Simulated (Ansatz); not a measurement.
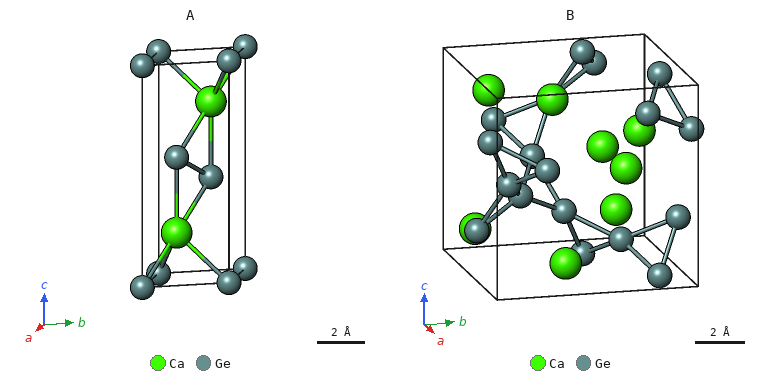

Two structures of Ca₂Ge₃, each relaxed to rest (conventional cells in solid outline, small ones repeated, not to one scale). Method: Ansatz, DFT PBE, scalar-relativistic, plane waves, PAW, without spin polarisation.

Which two forms are compared?

Answer. A: 5 atoms a cell on a primitive hexagonal lattice, P-3m1. B: 20 atoms a cell on a body-centred cubic lattice, I4_132.

A or B: which is lower in energy?

Answer. A is lower, by 1029 meV/atom at this level of theory (energies at zero smearing). Volumes: A 25.7, B 32.4 Å³/atom.

One or both may be structure types tried for this composition rather than known phases.
